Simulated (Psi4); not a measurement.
# HSClO2 (SMILES O=[SH](=O)Cl): CC2/def2-SVP (density fitting)

Aim: the energy difference between two shapes of HSClO2 at CC2/def2-SVP (density fitting), from 2 runs. 

The results are computed with Psi4 1.11.

1 further run of the same task is left out (set aside as unsound or not needed).

### Step 1. The system as given

The species is HSClO2 (5 atoms), meant as a singlet with charge 0. SMILES: `O=[SH](=O)Cl`. The coordinates come from a GFN2-xTB relaxation.

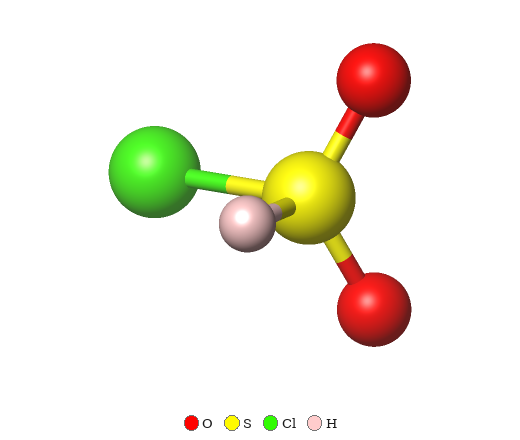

Viewed from a chosen angle; oxygen red, sulfur yellow, chlorine green, hydrogen pink.

### Step 2. A single-point energy at CC2/def2-SVP (density fitting)

Input file calc.in:

```
memory 1.6 GB

molecule {
  O      0.148470    -1.060370     1.066830
  S      0.154100    -0.104110     0.017010
  O      0.880580    -0.334830    -1.181260
  Cl    -1.770220     0.385150    -0.453590
  H      0.587070     1.114160     0.551020
}

set basis def2-SVP
set reference rhf
set freeze_core true

energy('cc2')
```

Run with:

```
$ psi4 -n 1 calc.in calc.out
```

calc.out:

```text
[...]
  Running in c1 symmetry.
[...]
  Nuclear repulsion =  243.413549884226597
[...]
  Multiplicity = 1
[...]
  Nalpha       = 25
  Nbeta        = 25
[...]
    Number of basis functions: 69
[...]
   @RHF iter   1: -1006.59989831165603    4.88651e-01   1.02564e-02 DIIS/ADIIS
[...]
   @RHF iter  12: -1006.81666026295147   -1.59162e-12   4.15851e-09 DIIS
[...]
    Orbital Energies [Eh]
    ---------------------
    Doubly Occupied:
       1A   -104.850542     2A    -92.233635     3A    -20.588889
       4A    -20.588742     5A    -10.615422     6A     -9.236687
       7A     -8.090212     8A     -8.086049     9A     -8.085948
      10A     -6.927691    11A     -6.927189    12A     -6.925391
      13A     -1.512608    14A     -1.388054    15A     -1.169644
      16A     -0.918292    17A     -0.759184    18A     -0.719682
      19A     -0.684733    20A     -0.564351    21A     -0.555107
      22A     -0.536666    23A     -0.515458    24A     -0.501132
      25A     -0.490025
[...]
  @RHF Final Energy: -1006.81666026295147
   => Energetics <=
    Nuclear Repulsion Energy =            243.4135498842265974
    One-Electron Energy =               -1873.5177522769413372
    Two-Electron Energy =                 623.2875421297633238
    Total Energy =                      -1006.8166602629514728
[...]
 Multipole Moments:
 ------------------------------------------------------------------------------------
     Multipole            Electronic (a.u.)      Nuclear  (a.u.)        Total (a.u.)
 ------------------------------------------------------------------------------------
 L = 1.  Multiply by 2.5417464519 to convert [e a0] to [Debye]
 Dipole X            :         -2.4194373            2.2030738           -0.2163635
 Dipole Y            :          0.5249520            0.6888796            1.2138315
 Dipole Z            :         -0.6190898            0.9413303            0.3222405
 Magnitude           :                                                    1.2743779
[...]
      * MP2 total energy                      = -1007.470166348330622
[...]
```

Run time: 11 s. Hardware: 1 thread of Intel Xeon Platinum 8259CL at 2.50GHz (Skylake/Cascade Lake), shared host; peak memory 0.33 GiB.

### Step 3. The distorted shape at the same level

Input file run.py:

```python
import psi4

psi4.set_memory('1600 MB')
psi4.set_num_threads(1)
psi4.core.set_output_file('output.dat', False)

molecule = psi4.geometry("""
O      0.152208    -1.050075     1.083772
S      0.174812    -0.079382     0.020709
O      0.842775    -0.328968    -1.183617
Cl    -1.801171     0.410761    -0.467254
H      0.581255     1.118109     0.580149
""")

options = {'basis': 'def2-SVP', 'reference': 'rhf', 'freeze_core': True}
psi4.set_options(options)

E, wfn = psi4.energy('cc2', molecule=molecule, return_wfn=True)
print(f'cc2 energy: {E:.10f} Eh')
```

Run with:

```
$ python run.py
```

output.dat:

```text
[...]
  Running in c1 symmetry.
[...]
  Nuclear repulsion =  241.296560862683236
[...]
  Multiplicity = 1
[...]
  Nalpha       = 25
  Nbeta        = 25
[...]
    Number of basis functions: 69
[...]
   @RHF iter   1: -1006.59974122020151    4.25473e-01   1.02022e-02 DIIS/ADIIS
[...]
   @RHF iter  12: -1006.81546524056046   -9.89075e-12   8.12265e-09 DIIS
[...]
    Orbital Energies [Eh]
    ---------------------
    Doubly Occupied:
       1A   -104.841433     2A    -92.237005     3A    -20.598459
       4A    -20.589953     5A    -10.605166     6A     -9.240012
       7A     -8.079919     8A     -8.075919     9A     -8.075825
      10A     -6.930965    11A     -6.930463    12A     -6.928762
      13A     -1.518220    14A     -1.390667    15A     -1.150823
      16A     -0.926506    17A     -0.760247    18A     -0.720319
      19A     -0.688064    20A     -0.563222    21A     -0.557277
      22A     -0.538432    23A     -0.507385    24A     -0.497772
      25A     -0.486373
[...]
  @RHF Final Energy: -1006.81546524056046
   => Energetics <=
    Nuclear Repulsion Energy =            241.2965608626832363
    One-Electron Energy =               -1869.3456764590871444
    Two-Electron Energy =                 621.2336503558434515
    Total Energy =                      -1006.8154652405604566
[...]
 Multipole Moments:
 ------------------------------------------------------------------------------------
     Multipole            Electronic (a.u.)      Nuclear  (a.u.)        Total (a.u.)
 ------------------------------------------------------------------------------------
 L = 1.  Multiply by 2.5417464519 to convert [e a0] to [Debye]
 Dipole X            :         -2.2168453            2.2269027            0.0100573
 Dipole Y            :          0.5722761            0.6687351            1.2410112
 Dipole Z            :         -0.6728466            0.9813703            0.3085237
 Magnitude           :                                                    1.2788263
[...]
      * MP2 total energy                      = -1007.469837811102593
[...]
```

The script printed:

```text
cc2 energy: -1007.4844370627 Eh
```

It took 12 s on 1 thread of Intel Xeon Platinum 8259CL at 2.50GHz (Skylake/Cascade Lake), shared host; peak memory 0.33 GiB.

### Step 4. Summary of results

Level: CC2/def2-SVP (density fitting), 12 core orbitals frozen.

```
                                                     quantity           value
               first shape: ground-state or mean-field energy  -1007.48448 Eh
             first shape: HOMO energy (Hartree–Fock orbitals)       -13.33 eV
             first shape: LUMO energy (Hartree–Fock orbitals)         1.90 eV
           first shape: HOMO–LUMO gap (Hartree–Fock orbitals)        15.24 eV
    first shape: correlation energy (12 core orbitals frozen)      -667.8 mEh
                                   first shape: T1 diagnostic           0.022
           distorted shape: ground-state or mean-field energy  -1007.48444 Eh
         distorted shape: HOMO energy (Hartree–Fock orbitals)       -13.23 eV
         distorted shape: LUMO energy (Hartree–Fock orbitals)         1.60 eV
       distorted shape: HOMO–LUMO gap (Hartree–Fock orbitals)        14.84 eV
distorted shape: correlation energy (12 core orbitals frozen)      -669.0 mEh
                               distorted shape: T1 diagnostic           0.023
                       energy change with the atoms displaced        0.001 eV
```

**Reading.** With the atoms displaced the energy rises by 0.00 eV (0.0 kcal/mol). The first shape isn't relaxed at this level, so the change isn't measured from a minimum. The T1 diagnostic (first shape) of 0.022 is above the customary mark for such species, so a single reference may not serve. The T1 diagnostic (distorted shape) of 0.023 is above the customary mark for such species, so a single reference may not serve.
